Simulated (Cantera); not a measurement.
Feed: 1 mol V, 0.047 mol H2O, at 52.0 Pa.

Cantera equilibrium calculation (NASA polynomials, part measured and part estimated; ideal gas, pure solids and liquids). Candidate condensed phases: H2O, V, VO, V2O3, V2O4, V2O5; 12 gas species. Each liquid is taken as pure. Mutual solubility and eutectic melting of coexisting phases are not modelled. VO: taken at fixed stoichiometry. Condensed phases not in the tables: N, O or C dissolved in the metal. Kinetics and transport are ignored.

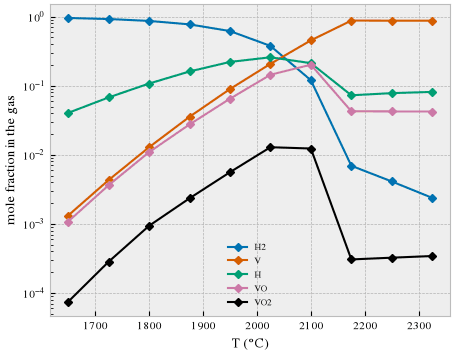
Figure. Equilibrium gas composition (values under 1e-9 drawn at 1e-9)

From 1650 °C to 1725 °C the condensed part is V(s) + VO(s). From 1800 °C to 1875 °C the condensed part is V(s) + VO(l). From 1950 °C to 2025 °C the condensed part is V(l) + VO(l). At 2100 °C the condensed part is V(l). From 2175 °C to 2325 °C nothing is condensed. The main V-bearing gas is V throughout.
